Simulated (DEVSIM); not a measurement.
System: abrupt Si n-p junction, at 300 K.

```tsv
layer (left to right)	material	thickness (μm)	Nd (cm⁻³)	Na (cm⁻³)	τn (s)	τp (s)
1	Si	7.00	1.4e17	-	8e-6	8e-5
2	Si	11.0	-	6.5e17	8e-6	8e-6
```

Left contact: ohmic. Right contact: ohmic. Voltage is applied to the left contact. Recombination: SRH at mid-gap. Gap narrowing is on: ΔEg = 6.92 meV × (l + √(l² + 0.5)), l = ln(N/1.3e17 cm⁻³), shared equally by both band edges. Mobility is μmin + (μ − μmin)/(1 + (N/Nref)^α).

Constants are typed, rounded textbook-type inputs, not results; the design itself was drawn at random and stands for no fabricated device. Values at 300 K.

| parameter | Si |
|---|---|
| gap (eV) | 1.124 |
| affinity (eV) | 4.05 |
| permittivity | 11.7 |
| Nc (cm⁻³) | 2.86e19 |
| Nv (cm⁻³) | 3.1e19 |
| μn (cm²/Vs) | 1417 |
| μp (cm²/Vs) | 470 |
| μn,min | 52 |
| μp,min | 45 |
| Nref,n | 9.7e16 |
| Nref,p | 2.2e17 |
| αn | 0.68 |
| αp | 0.72 |

Simulated with DEVSIM: 1D drift-diffusion, Boltzmann statistics, complete ionisation; no tunnelling, impact ionisation, image-force lowering or self-heating.

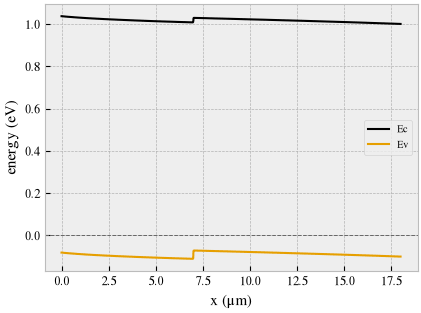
Figure. Band edges at -0.9 V on the left contact

Energies count from the Fermi level of the right contact; mesh points crowd at the junctions.

```csv
x (μm),Ec (eV),Ev (eV),n (cm⁻³),p (cm⁻³),field (V/cm)
0.000,1.038,-0.081,1.4e17,1000,-88
0.03480,1.037,-0.081,1.4e17,1.3e15,-87
0.1256,1.036,-0.082,1.4e17,4.6e15,-83
0.3413,1.035,-0.084,1.5e17,1.2e16,-75
1.209,1.029,-0.089,1.8e17,3.9e16,-57
2.984,1.021,-0.098,2.2e17,8.5e16,-40
5.393,1.012,-0.106,2.8e17,1.4e17,-30
6.521,1.009,-0.109,3.0e17,1.6e17,-27
6.826,1.009,-0.110,3.1e17,1.7e17,-26
6.943,1.008,-0.110,3.1e17,1.7e17,-23
6.991,1.012,-0.106,2.7e17,2.0e17,6800
7.035,1.029,-0.071,1.4e17,7.9e17,-14
7.126,1.029,-0.071,1.4e17,7.9e17,-23
7.343,1.029,-0.072,1.3e17,7.8e17,-23
8.218,1.027,-0.074,1.3e17,7.8e17,-23
10.01,1.022,-0.078,1.1e17,7.6e17,-24
13.87,1.013,-0.088,6.6e16,7.2e17,-27
16.39,1.006,-0.095,2.9e16,6.8e17,-29
17.54,1.002,-0.098,8.9e15,6.6e17,-31
17.83,1.001,-0.099,3.4e15,6.5e17,-32
17.94,1.001,-0.100,1.1e15,6.5e17,-32
18.00,1.001,-0.100,440,6.5e17,-32
```
